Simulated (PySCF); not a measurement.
# B2PLYP/cc-pVTZ run of GeO (SMILES [O]=[Ge])

What is the energy change on altering one bond length of GeO at B2PLYP/cc-pVTZ? The job is set up through a Python script.

The calculation is run with PySCF 2.14.0.

9 further runs of the same task are left out: 3 that didn't finish, 6 set aside as unsound or not needed.

## Step 1: Starting point

GeO has 2 atoms, charge 0, and is taken as a singlet. SMILES: `[O]=[Ge]`. Geometry: relaxed at PBE0-D4/def2-TZVP.

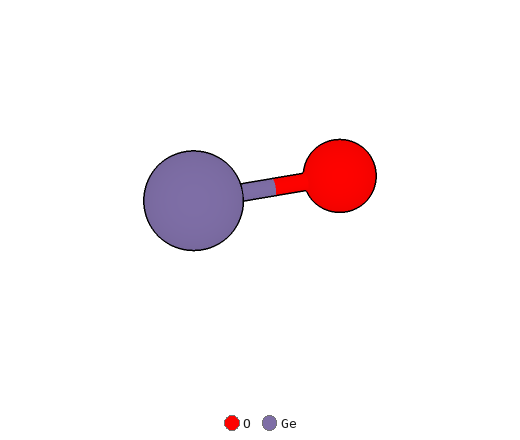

Viewed from a chosen angle; oxygen red, germanium purple.

## Step 2: The energy at B2PLYP/cc-pVTZ

The input, run.py:

```python
from pyscf import gto, dft, mp

mol = gto.M(
    atom='''
O      0.000000     0.000000    -0.023040
Ge     0.000000     0.000000     1.599530
''',
    spin=0,
    max_memory=1860,
    verbose=4,
    basis='cc-pvtz',
)

mf = dft.RKS(mol, xc='0.53*HF + 0.47*B88, 0.73*LYP')
mf.grids.level = 5
mf.conv_tol = 1e-10
mf.kernel()
if not mf.converged:
    mf = mf.newton().run(mf.mo_coeff, mf.mo_occ)

pt = mp.MP2(mf, frozen=10).run()
e_tot = mf.e_tot + 0.27 * pt.e_corr
print('PT2 part  %.8f' % (0.27 * pt.e_corr))
print('Final energy', e_tot)
```

On the command line:

```
$ OMP_NUM_THREADS=1 python run.py
```

Log:

```text
PySCF version 2.14.0

[INPUT] num. atoms = 2
[INPUT] num. electrons = 40
[INPUT] charge = 0
[INPUT] spin (= nelec alpha-beta = 2S) = 0
[INPUT] symmetry False subgroup None
[INPUT] Mole.unit = angstrom
[INPUT] Symbol           X                Y                Z      unit          X                Y                Z       unit  Magmom
[INPUT]  1 O      0.000000000000   0.000000000000  -0.023040000000 AA    0.000000000000   0.000000000000  -0.043539289910 Bohr   0.0
[INPUT]  2 Ge     0.000000000000   0.000000000000   1.599530000000 AA    0.000000000000   0.000000000000   3.022673628026 Bohr   0.0

nuclear repulsion = 83.4906142696586
number of shells = 19
number of NR pGTOs = 153
number of NR cGTOs = 73
basis = cc-pvtz
ecp = {}

******** <class 'pyscf.dft.rks.RKS'> ********
method = RKS
initial guess = minao
damping factor = 0
level_shift factor = 0
DIIS = <class 'pyscf.scf.diis.CDIIS'>
diis_start_cycle = 1
diis_space = 8
diis_damp = 0
SCF conv_tol = 1e-10
SCF conv_tol_grad = None
SCF max_cycles = 50
direct_scf = True
direct_scf_tol = 1e-13
XC library pyscf.dft.libxc version 7.0.0
    S. Lehtola, C. Steigemann, M. J.T. Oliveira, and M. A.L. Marques.,  SoftwareX 7, 1–5 (2018)
XC functionals = 0.53*HF + 0.47*B88, 0.73*LYP
    A. D. Becke.,  Phys. Rev. A 38, 3098 (1988)
    C. Lee, W. Yang, and R. G. Parr.,  Phys. Rev. B 37, 785 (1988)
    B. Miehlich, A. Savin, H. Stoll, and H. Preuss.,  Chem. Phys. Lett. 157, 200 (1989)
radial grids:
    Treutler-Ahlrichs [JCP 102, 346 (1995); DOI:10.1063/1.469408] (M4) radial grids

becke partition: Becke, JCP 88, 2547 (1988); DOI:10.1063/1.454033
pruning grids: <function nwchem_prune>
grids dens level: 5
symmetrized grids: False
atomic radii adjust function: <function treutler_atomic_radii_adjust>
small_rho_cutoff = 0
Set gradient conv threshold to 1e-05
Initial guess from minao.
tot grids = 87720
init E= -2151.05417345956
  HOMO = -0.32839146214326  LUMO = -0.0623753723312443  gap/eV = 7.23867
cycle= 1 E= -2151.49141586268  delta_E= -0.437  |g|= 1.04  |ddm|= 1.26
  HOMO = -0.143150620596982  LUMO = 0.0214439896396797  gap/eV = 4.47885
cycle= 2 E= -2149.50072939929  delta_E= 1.99  |g|= 2.88  |ddm|= 1.84
  HOMO = -0.355488119006427  LUMO = -0.047882609058219  gap/eV = 8.37037
cycle= 3 E= -2151.72613635029  delta_E= -2.23  |g|= 0.135  |ddm|= 1.47
  HOMO = -0.349025384638309  LUMO = -0.0351788190877923  gap/eV = 8.54020
cycle= 4 E= -2151.73127390465  delta_E= -0.00514  |g|= 0.0653  |ddm|= 0.149
  HOMO = -0.354628140260717  LUMO = -0.035316443776498  gap/eV = 8.68891
cycle= 5 E= -2151.73188983439  delta_E= -0.000616  |g|= 0.0157  |ddm|= 0.0383
  HOMO = -0.354277693508543  LUMO = -0.0338661329149075  gap/eV = 8.71884
cycle= 6 E= -2151.73193806394  delta_E= -4.82e-05  |g|= 0.00502  |ddm|= 0.0099
  HOMO = -0.354647462853677  LUMO = -0.0339205203220421  gap/eV = 8.72742
cycle= 7 E= -2151.73194367822  delta_E= -5.61e-06  |g|= 0.000772  |ddm|= 0.00284
  HOMO = -0.354724202842091  LUMO = -0.0339649447371766  gap/eV = 8.72830
cycle= 8 E= -2151.73194380548  delta_E= -1.27e-07  |g|= 0.000117  |ddm|= 0.000443
  HOMO = -0.354724425065896  LUMO = -0.0339606138555897  gap/eV = 8.72843
cycle= 9 E= -2151.7319438086  delta_E= -3.12e-09  |g|= 2.47e-06  |ddm|= 7.44e-05
  HOMO = -0.354724982660116  LUMO = -0.0339607015467383  gap/eV = 8.72844
cycle= 10 E= -2151.73194380861  delta_E= -5.91e-12  |g|= 6.75e-07  |ddm|= 5.45e-06
  HOMO = -0.354725100226066  LUMO = -0.0339606766616195  gap/eV = 8.72844
Extra cycle  E= -2151.73194380861  delta_E= -5e-12  |g|= 9.14e-07  |ddm|= 9.55e-07
converged SCF energy = -2151.73194380861

******** <class 'pyscf.mp.mp2.RMP2'> ********
nocc = 10, nmo = 63
frozen orbitals 10
E(RMP2) = -2152.26641772015  E_corr = -0.534473911541586
E(SCS-RMP2) = -2152.24096221819  E_corr = -0.509018409581213
E_corr(same-spin) = -0.152711866463874
E_corr(oppo-spin) = -0.381762045077712
PT2 part  -0.14430796
Final energy -2151.8762517647283
```

Run time: 6.9 s. Hardware: 1 thread of Arm Neoverse V1, shared host; peak memory 0.34 GiB.

## Step 3: The distorted shape, same level

The input, calc.py:

```python
from pyscf import gto, dft, mp

mol = gto.M(
    atom='''
O      0.000000     0.000000    -1.970170
Ge     0.000000     0.000000     1.599530
''',
    charge=0,
    verbose=4,
    spin=0,
    basis='cc-pvtz',
    max_memory=1860,
)

myscf = dft.RKS(mol, xc='0.53*HF + 0.47*B88, 0.73*LYP')
myscf.grids.level = 5
myscf.conv_tol = 1e-10
myscf.kernel()
if not myscf.converged:
    myscf = myscf.newton().run(myscf.mo_coeff, myscf.mo_occ)

pt = mp.MP2(myscf, frozen=10).run()
energy = myscf.e_tot + 0.27 * pt.e_corr
print('PT2 part  %.8f' % (0.27 * pt.e_corr))
print(f'total energy: {energy:.8f} hartree')
```

On the command line:

```
$ OMP_NUM_THREADS=1 python calc.py
```

Log:

```text
PySCF version 2.14.0

[INPUT] num. atoms = 2
[INPUT] num. electrons = 40
[INPUT] charge = 0
[INPUT] spin (= nelec alpha-beta = 2S) = 0
[INPUT] symmetry False subgroup None
[INPUT] Mole.unit = angstrom
[INPUT] Symbol           X                Y                Z      unit          X                Y                Z       unit  Magmom
[INPUT]  1 O      0.000000000000   0.000000000000  -1.970170000000 AA    0.000000000000   0.000000000000  -3.723081718834 Bohr   0.0
[INPUT]  2 Ge     0.000000000000   0.000000000000   1.599530000000 AA    0.000000000000   0.000000000000   3.022673628026 Bohr   0.0

nuclear repulsion = 37.9497901771914
number of shells = 19
number of NR pGTOs = 153
number of NR cGTOs = 73
basis = cc-pvtz
ecp = {}

******** <class 'pyscf.dft.rks.RKS'> ********
method = RKS
initial guess = minao
damping factor = 0
level_shift factor = 0
DIIS = <class 'pyscf.scf.diis.CDIIS'>
diis_start_cycle = 1
diis_space = 8
diis_damp = 0
SCF conv_tol = 1e-10
SCF conv_tol_grad = None
SCF max_cycles = 50
direct_scf = True
direct_scf_tol = 1e-13
XC library pyscf.dft.libxc version 7.0.0
    S. Lehtola, C. Steigemann, M. J.T. Oliveira, and M. A.L. Marques.,  SoftwareX 7, 1–5 (2018)
XC functionals = 0.53*HF + 0.47*B88, 0.73*LYP
    A. D. Becke.,  Phys. Rev. A 38, 3098 (1988)
    C. Lee, W. Yang, and R. G. Parr.,  Phys. Rev. B 37, 785 (1988)
    B. Miehlich, A. Savin, H. Stoll, and H. Preuss.,  Chem. Phys. Lett. 157, 200 (1989)
radial grids:
    Treutler-Ahlrichs [JCP 102, 346 (1995); DOI:10.1063/1.469408] (M4) radial grids

becke partition: Becke, JCP 88, 2547 (1988); DOI:10.1063/1.454033
pruning grids: <function nwchem_prune>
grids dens level: 5
symmetrized grids: False
atomic radii adjust function: <function treutler_atomic_radii_adjust>
small_rho_cutoff = 0
Set gradient conv threshold to 1e-05
Initial guess from minao.
tot grids = 87720
init E= -2150.48484402756
  HOMO = -0.371080267709265  LUMO = -0.0896064474487841  gap/eV = 7.65929
cycle= 1 E= -2150.45653468109  delta_E= 0.0283  |g|= 1.42  |ddm|= 0.98
  HOMO = -0.0693065333156397  LUMO = -0.0572156239492614  gap/eV = 0.32901
cycle= 2 E= -2142.12680713673  delta_E= 8.33  |g|=  3.9  |ddm|= 3.96
  HOMO = -0.185904625270257  LUMO = -0.0137098255789025  gap/eV = 4.68566
cycle= 3 E= -2144.64906158984  delta_E= -2.52  |g|= 2.24  |ddm|= 2.76
  HOMO = -0.448949504396096  LUMO = -0.0819093664775316  gap/eV = 9.98767
cycle= 4 E= -2150.31738485893  delta_E= -5.67  |g|= 1.66  |ddm|= 2.59
  HOMO = -0.386813317921071  LUMO = -0.126964361904107  gap/eV = 7.07085
cycle= 5 E= -2150.41320010274  delta_E= -0.0958  |g|= 1.57  |ddm|= 0.189
  HOMO = -0.212597255286211  LUMO = -0.163937501711989  gap/eV = 1.32410
cycle= 6 E= -2146.56160446641  delta_E= 3.85  |g|= 3.02  |ddm|= 2.38
  HOMO = -0.244677505806651  LUMO = -0.0365403536521534  gap/eV = 5.66370
cycle= 7 E= -2144.62274085117  delta_E= 1.94  |g|= 2.32  |ddm|= 0.753
  HOMO = -0.253440095933125  LUMO = -0.041548357903574  gap/eV = 5.76587
cycle= 8 E= -2144.58583017504  delta_E= 0.0369  |g|= 2.33  |ddm|= 0.0434
  HOMO = -0.253468209658069  LUMO = -0.0474625233252102  gap/eV = 5.60570
cycle= 9 E= -2144.61165288246  delta_E= -0.0258  |g|= 2.34  |ddm|= 0.0166
  HOMO = -0.481000902230148  LUMO = -0.108578925986193  gap/eV = 10.13412
cycle= 10 E= -2150.30122220244  delta_E= -5.69  |g|=  1.7  |ddm|= 2.63
  HOMO = -0.469847779514651  LUMO = -0.107213511803651  gap/eV = 9.86778
cycle= 11 E= -2150.32576350165  delta_E= -0.0245  |g|= 1.68  |ddm|= 0.0407
  HOMO = -0.222913041211639  LUMO = -0.153134986568074  gap/eV = 1.89876
cycle= 12 E= -2151.22787364762  delta_E= -0.902  |g|= 0.532  |ddm|= 0.977
  HOMO = -0.215289225345016  LUMO = -0.125453272839055  gap/eV = 2.44456
cycle= 13 E= -2148.13212382032  delta_E=  3.1  |g|= 3.19  |ddm|= 1.66
  HOMO = -0.213184597208078  LUMO = -0.132832473883124  gap/eV = 2.18649
cycle= 14 E= -2148.78733663199  delta_E= -0.655  |g|= 3.08  |ddm|= 0.228
  HOMO = -0.213552994877848  LUMO = -0.138514705471625  gap/eV = 2.04190
cycle= 15 E= -2149.25606517211  delta_E= -0.469  |g|=  2.9  |ddm|= 0.146
  HOMO = -0.216057261856269  LUMO = -0.1477049317183  gap/eV = 1.85996
cycle= 16 E= -2150.26313184411  delta_E= -1.01  |g|= 2.22  |ddm|= 0.334
  HOMO = -0.218543838887755  LUMO = -0.148539908928461  gap/eV = 1.90490
cycle= 17 E= -2151.00279290749  delta_E= -0.74  |g|= 1.24  |ddm|= 0.37
  HOMO = -0.220219173431779  LUMO = -0.150392012854379  gap/eV = 1.90009
cycle= 18 E= -2150.92776284347  delta_E= 0.075  |g|= 1.38  |ddm|= 0.052
  HOMO = -0.223167614259939  LUMO = -0.152186935979761  gap/eV = 1.93148
cycle= 19 E= -2151.02096423916  delta_E= -0.0932  |g|= 1.21  |ddm|= 0.0656
  HOMO = -0.227225517119559  LUMO = -0.1517009168183  gap/eV = 2.05513
cycle= 20 E= -2151.2139533524  delta_E= -0.193  |g|= 0.732  |ddm|= 0.185
  HOMO = -0.245577562491242  LUMO = -0.14758049290062  gap/eV = 2.66664
cycle= 21 E= -2151.3218342388  delta_E= -0.108  |g|= 0.319  |ddm|= 0.574
  HOMO = -0.245020304537856  LUMO = -0.147175241190902  gap/eV = 2.66250
cycle= 22 E= -2151.3158449671  delta_E= 0.00599  |g|= 0.363  |ddm|= 0.0545
  HOMO = -0.246572663766121  LUMO = -0.147914042265901  gap/eV = 2.68464
cycle= 23 E= -2151.31177653626  delta_E= 0.00407  |g|= 0.376  |ddm|= 0.0294
  HOMO = -0.248110958077884  LUMO = -0.151553117546422  gap/eV = 2.62747
cycle= 24 E= -2151.32699526883  delta_E= -0.0152  |g|= 0.159  |ddm|= 0.339
  HOMO = -0.241319916787555  LUMO = -0.151953186406955  gap/eV = 2.43179
cycle= 25 E= -2151.32934506783  delta_E= -0.00235  |g|= 0.0185  |ddm|= 0.156
  HOMO = -0.23943868905496  LUMO = -0.151712350495654  gap/eV = 2.38716
cycle= 26 E= -2151.32710200164  delta_E= 0.00224  |g|= 0.0674  |ddm|= 0.0888
  HOMO = -0.237791374902937  LUMO = -0.152074432838838  gap/eV = 2.33248
cycle= 27 E= -2151.32776287357  delta_E= -0.000661  |g|= 0.0217  |ddm|= 0.0403
  HOMO = -0.236542461895743  LUMO = -0.151851287806643  gap/eV = 2.30456
cycle= 28 E= -2151.32747889498  delta_E= 0.000284  |g|= 0.0231  |ddm|= 0.0655
  HOMO = -0.236652066351273  LUMO = -0.151783709600261  gap/eV = 2.30939
cycle= 29 E= -2151.32759517905  delta_E= -0.000116  |g|= 0.00409  |ddm|= 0.015
  HOMO = -0.236433552224397  LUMO = -0.151791886881979  gap/eV = 2.30322
cycle= 30 E= -2151.32759772159  delta_E= -2.54e-06  |g|= 0.000935  |ddm|= 0.00548
  HOMO = -0.236374795064799  LUMO = -0.151797319448494  gap/eV = 2.30147
cycle= 31 E= -2151.32759769707  delta_E= 2.45e-08  |g|= 3.18e-05  |ddm|= 0.00278
  HOMO = -0.236375216074419  LUMO = -0.151797892490793  gap/eV = 2.30147
cycle= 32 E= -2151.32759769499  delta_E= 2.08e-09  |g|= 9.86e-05  |ddm|= 7.93e-05
  HOMO = -0.236374585718754  LUMO = -0.151797891083456  gap/eV = 2.30145
cycle= 33 E= -2151.32759769734  delta_E= -2.35e-09  |g|= 1.19e-05  |ddm|= 6.88e-05
  HOMO = -0.23637475011118  LUMO = -0.151797849142789  gap/eV = 2.30145
cycle= 34 E= -2151.32759769737  delta_E= -3.68e-11  |g|= 9.53e-07  |ddm|= 7.02e-06
  HOMO = -0.236375011183245  LUMO = -0.151797857215467  gap/eV = 2.30146
Extra cycle  E= -2151.32759769733  delta_E= 4.59e-11  |g|= 1.39e-05  |ddm|= 6.53e-06
converged SCF energy = -2151.32759769733

******** <class 'pyscf.mp.mp2.RMP2'> ********
nocc = 10, nmo = 63
frozen orbitals 10
E(RMP2) = -2153.06265562201  E_corr = -1.73505792468627
E(SCS-RMP2) = -2152.9378359937  E_corr = -1.6102382963713
E_corr(same-spin) = -0.54442063067565
E_corr(oppo-spin) = -1.19063729401062
PT2 part  -0.46846564
total energy: -2151.79606334 hartree
```

Wall time 15 s (1 thread of Arm Neoverse V1, shared host); peak memory 0.34 GiB.

## Step 4: Outcome

Level: B2PLYP/cc-pVTZ, 10 core orbitals frozen.

| quantity | value |
| --- | --- |
| first shape: total energy | -2151.87625 Eh |
| first shape: dipole moment (SCF part) | 3.60 D |
| first shape: HOMO energy (SCF part's orbitals) | -9.65 eV |
| first shape: LUMO energy (SCF part's orbitals) | -0.92 eV |
| first shape: HOMO–LUMO gap (SCF part's orbitals) | 8.73 eV |
| distorted shape: total energy | -2151.79606 Eh |
| distorted shape: dipole moment (SCF part) | 9.08 D |
| distorted shape: HOMO energy (SCF part's orbitals) | -6.43 eV |
| distorted shape: LUMO energy (SCF part's orbitals) | -4.13 eV |
| distorted shape: HOMO–LUMO gap (SCF part's orbitals) | 2.30 eV |
| energy change with the O1–Ge2 bond stretched from 1.623 to 3.570 Å | 2.182 eV |

One bond (distorted shape) is far stretched, which a spin-restricted single reference describes badly; perturbation theory on it can break down and give far too much correlation. With the O1–Ge2 bond stretched from 1.623 to 3.570 Å the energy rises by 2.18 eV (211 kJ/mol). The first shape isn't relaxed at this level, so the change isn't measured from a minimum. A restricted reference can't describe the breaking bond well at this length.
